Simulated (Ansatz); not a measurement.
FeS2 (pyrite type, space group Pa-3)

Space group Pa-3 (No. 205); a = 5.404 Å, b = 5.404 Å, c = 5.404 Å, α = 90.00°, β = 90.00°, γ = 90.00°

```tsv
atom	site	symmetry	x	y	z
Fe	4a	.-3.	0.0000	0.0000	0.0000
S	8c	.3.	0.3826	0.3826	0.3826
```

The volume is varied about the relaxed value V₀ at fixed cell shape. The atoms relax within the cell's symmetry.

Level of theory: PBE (plane waves to 420 eV, PAW, scalar-relativistic; Ansatz, an electronic-structure program). k mesh 5×5×5 (Γ-centred), Fermi-Dirac smearing 0.05 eV. Energies are smeared free energies. FeS2 is run without spin polarisation. FeS2 was relaxed with its symmetry unable to fall. The PAW data are Ansatz's earlier set. ΔE is measured from the relaxed starting cell.

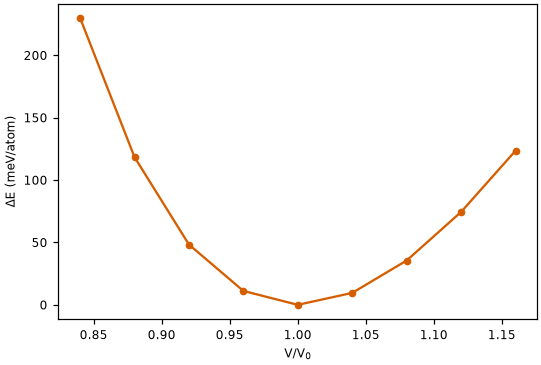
Figure: ΔE (meV/atom) against V/V₀; computed points joined by lines.

Question: What is ΔE at V/V₀ = 1.160?

Answer: About 120 meV/atom.

Question: What is ΔE at V/V₀ = 0.840?

Answer: About 230 meV/atom.

Question: What bulk modulus B₀ follows from a third-order Birch-Murnaghan fit?

Answer: About 160 GPa.

(Under strain, the slope of the energy per volume gives the stress and its curvature an elastic modulus.)
